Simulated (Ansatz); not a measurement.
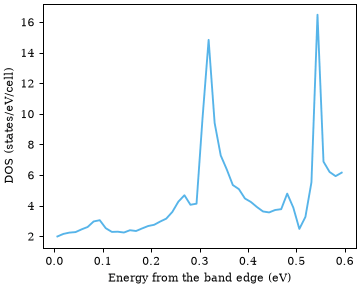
Figure: Density of states of monolayer SnS₂ below the valence band maximum, HSE06, rigid bands (Ansatz, a program for electronic structure); cell area 11.86 Å².

### Question
What effective density of states at 300 K does this give (∫ g(E) exp(−E/k_BT) dE, both spins, divided by the cell's size)?

### Answer
4.7e13 cm⁻².

Spin-orbit coupling is left out; where it splits the top of the valence band, N_v and the p-type Seebeck coefficient come out somewhat high without it. Geometry: cell and atoms relaxed with PBE.
